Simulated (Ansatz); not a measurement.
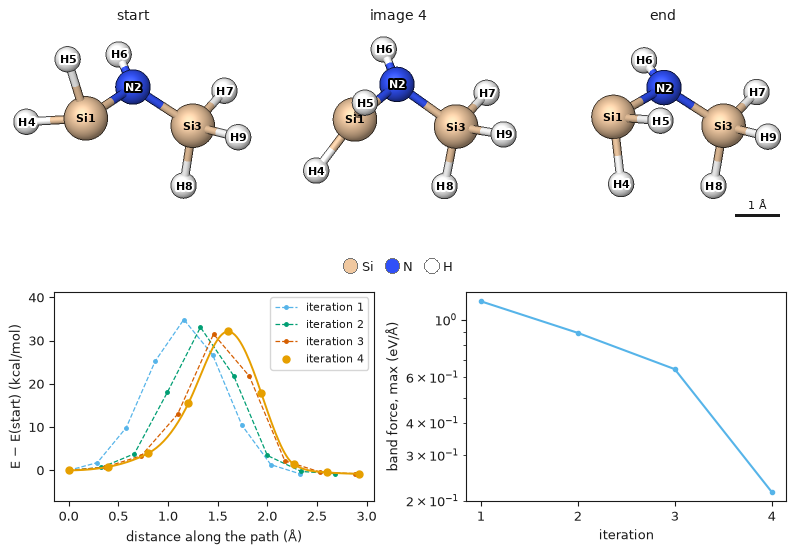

A nudged-elastic-band calculation for Si2NH6 (charge −1). Images are numbered from 0 (start) to 8 (end). The plot follows the band through its iterations. The picture is a ball-and-stick view, seen at a tilt.

Method: RKS PBE-D4/def2-SVP in Ansatz. Run with 7 movable images; climbing image; force threshold 0.5 eV/Å; iteration limit 60; starting path by image-dependent pair potential.

### How did the profile develop, and is the result final?

The run met only a loose threshold, so the barrier can't be trusted yet. The band converged in 4 iterations. The largest component of the band force went from 1.2 to 0.22 eV/Å. The climbing image converged on the top of the path. Its curvatures weren't checked. The force threshold is so loose that the height of the top is at best an upper bound. The first iteration put the highest image at 34.9 kcal/mol. The highest point, image 4, lies 32.1 kcal/mol above the start and 32.9 kcal/mol above the end; the end is at −0.8 kcal/mol relative to the start.

Limits of the set-up: the basis has no diffuse functions, which an anion needs.

Cost: 62 s on 1 thread of Arm Neoverse V2 (shared host), peak memory 0.11 GiB.
